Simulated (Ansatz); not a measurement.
# C2H9InO: basis-set convergence

How large a basis does C2H9InO need? Two functionals are run in growing sets.

Program: Ansatz 0.2.0, Gaussian basis. Level of theory: one geometry, several basis sets. These are calculated values, not measurements.

Plan: PBE0-D4/def2-SVP; ωB97M-V/def2-SVP; PBE0-D4/def2-QZVPP; ωB97M-V/def2-QZVPP; the functionals' def2-TZVPP values are taken from earlier runs.

**1. The geometry**

An earlier PBE0-D4 in a triple-zeta def2 set relaxation fixed the geometry. In takes the def2 core potential; no spin-orbit term is included.

SMILES `C[O+](C)[InH3-]`, 13 atoms, charge 0, spin multiplicity 1.

Atoms are counted from 1 here; the program's logs count them from 0.

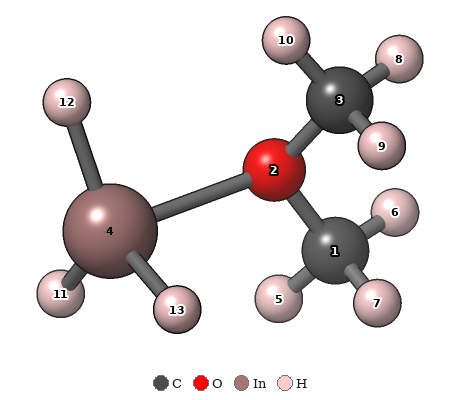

The geometry (carbon dark grey, oxygen red, indium brown, hydrogen pink); atoms are numbered from 1 in the order of the file.

**2. PBE0-D4 in def2-SVP**

in.yaml reads:

```yaml
crystal:
  periodic: [false, false, false]
  atoms:
    - {symbol: C, position_ang: [-0.440499, 1.268820, -0.678071]}
    - {symbol: O, position_ang: [-0.312082, 0.233069, 0.278212]}
    - {symbol: C, position_ang: [0.683062, 0.505124, 1.247451]}
    - {symbol: In, position_ang: [-0.325946, -1.990224, -0.597050]}
    - {symbol: H, position_ang: [-1.237225, 0.981617, -1.362615]}
    - {symbol: H, position_ang: [-0.704502, 2.207229, -0.180197]}
    - {symbol: H, position_ang: [0.493085, 1.400920, -1.236107]}
    - {symbol: H, position_ang: [0.440939, 1.428320, 1.783438]}
    - {symbol: H, position_ang: [1.667760, 0.602932, 0.777069]}
    - {symbol: H, position_ang: [0.693489, -0.330730, 1.945348]}
    - {symbol: H, position_ang: [-1.790531, -1.783876, -1.496492]}
    - {symbol: H, position_ang: [-0.338884, -2.757180, 0.954830]}
    - {symbol: H, position_ang: [1.191835, -1.800821, -1.420815]}
basis:
  gaussian: {orbitals: def2-SVP}
hamiltonian: {xc: pbe0, dispersion: d4}
output: {orbitals: {seedname: orbitals}}
```

The runs that follow: ωB97M-V in def2-SVP; PBE0-D4 in def2-QZVPP; ωB97M-V in def2-QZVPP.

**Question.** What will the summary of the whole plan be? Wanted: PBE0-D4: double and triple zeta above quadruple; ωB97M-V: double and triple zeta above quadruple.

As calculated:

```
                                       quantity          value
PBE0-D4: double and triple zeta above quadruple  5.37, 0.30 eV
ωB97M-V: double and triple zeta above quadruple  5.67, 0.30 eV
```

What this shows: For PBE0-D4 the step from double to triple zeta gains 5.07 eV and the next only 0.30 eV. Total energies overstate the basis error of differences, where much of it tends to cancel. The LUMO of ωB97M-V is positive and keeps falling with the basis (1.37 to 0.77 eV): an unbound level that the basis holds in place.
